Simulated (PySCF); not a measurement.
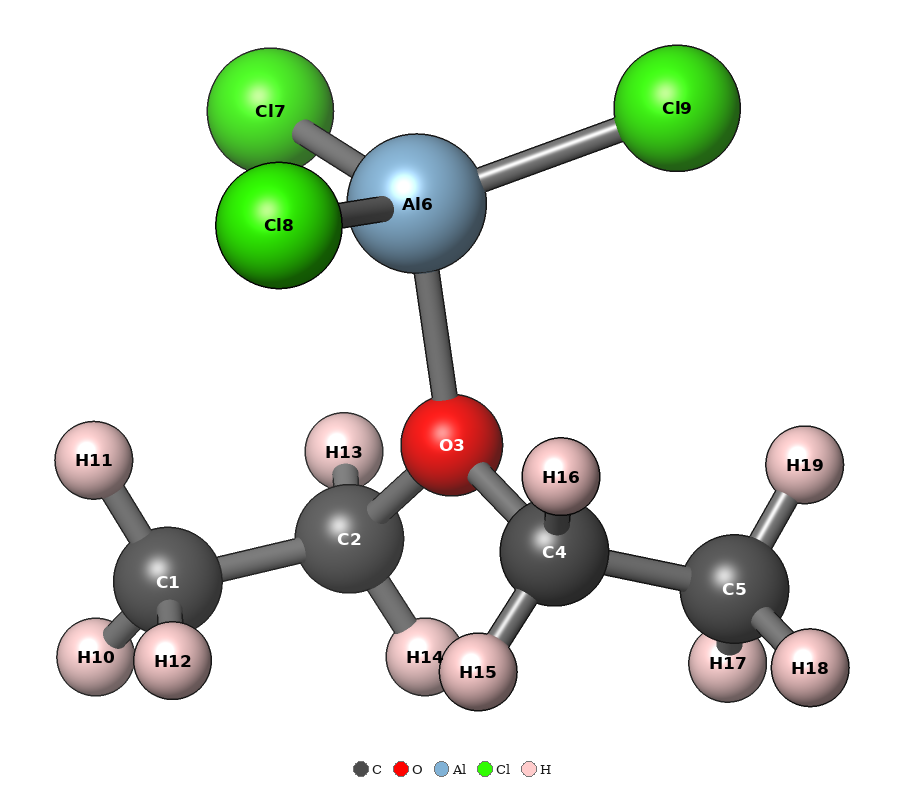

The computed structure is the end point of a PBE0-D3(BJ)/def2-SVP optimisation. No frequency run is at hand to confirm it as a minimum. Method: delta-SCF UKS SCAN, pcX-2 on the ionised atom, pcseg-1 elsewhere, spin-free X2C (PySCF 2.14.0).

Give the core-electron binding energies (to vacuum; p and d levels without spin–orbit splitting) of C1 1s, C2 1s, O3 1s, Al6 1s, Al6 2p, Cl7 1s, Cl7 2p.

| atom | level | binding energy (eV) |
| --- | --- | --- |
| C1 | 1s | 291.6 |
| C2 | 1s | 293.4 |
| O3 | 1s | 540.6 |
| Al6 | 1s | 1568.3 |
| Al6 | 2p | 81.7 |
| Cl7 | 1s | 2828.0 |
| Cl7 | 2p | 206.0 |
